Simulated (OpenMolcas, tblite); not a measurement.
# GeN2H4 (SMILES [NH2][Ge][NH2]): the energy, rung by rung

GeN2H4: 7 atoms, total charge 0, spin state singlet. SMILES: `[NH2][Ge][NH2]`. Geometry: relaxed at PBE0-D4/def2-TZVP. This is one conformer, not always the lowest.

```xyz
7

N    -1.1797    0.0921   -0.6839
Ge   -0.0697   -1.2376   -0.1025
N     1.1947   -0.1650    0.6650
H    -2.0299   -0.1240   -1.1764
H    -1.0478    1.0847   -0.5666
H     1.1916    0.8425    0.7022
H     2.0020   -0.5607    1.1165
```

Quantity: the energy change with the N3–H6 bond stretched from 1.008 to 1.512 Å, in eV. The values are calculated.

| level | kind | program | value (eV) | less CCSD(T)/def2-SVPD | CPU time (all runs) |
| --- | --- | --- | --- | --- | --- |
| GFN2-xTB | semi-empirical | tblite | 1.87 | -0.31 | under 2 s |
| HF/def2-SVPD (unrestricted) | Hartree–Fock | OpenMolcas | 2.71 | +0.53 | 32 s |
| SVWN5/def2-SVPD (restricted) | LDA | OpenMolcas | 2.06 | -0.12 | 42 s |
| PBE/def2-SVPD (restricted) | GGA | OpenMolcas | 2.05 | -0.13 | 59 s |
| M06-L/def2-SVPD (restricted) | meta-GGA | OpenMolcas | 2.25 | +0.07 | 78 s |
| TPSS/def2-SVPD (restricted) | meta-GGA | OpenMolcas | 2.07 | -0.11 | 80 s |
| PBE0/def2-SVPD (restricted) | global hybrid | OpenMolcas | 2.30 | +0.12 | 56 s |
| B2PLYP/def2-SVPD (restricted) | double hybrid | OpenMolcas | 2.24 | +0.06 | 47 s |
| MP2/def2-SVPD (restricted) | perturbation theory | OpenMolcas | 2.29 | +0.11 | 21 s |
| CCSD(T)/def2-SVPD (Cholesky decomposition) (restricted) | coupled cluster or CI | OpenMolcas | 2.18 | 0.00 | 9.2 min |

CCSD(T)/def2-SVPD (Cholesky decomposition) (restricted) is the highest level here, not the true value. All-electron rows without a relativistic Hamiltonian named are non-relativistic. The first shape isn't each level's own minimum. The values span 1.87 to 2.71 eV. In the correlated wave-function rows the outer d shell of Ge is correlated, in sets not made for it. CPU times are rough (shared hosts, several kinds of processor): they show what a rung costs within a factor of a few.

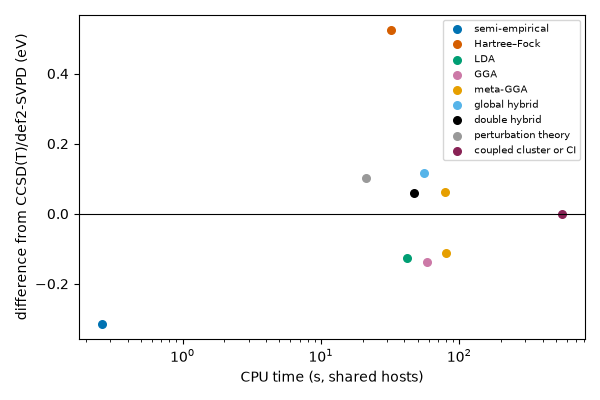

Difference from CCSD(T)/def2-SVPD against processor time, one point a level.
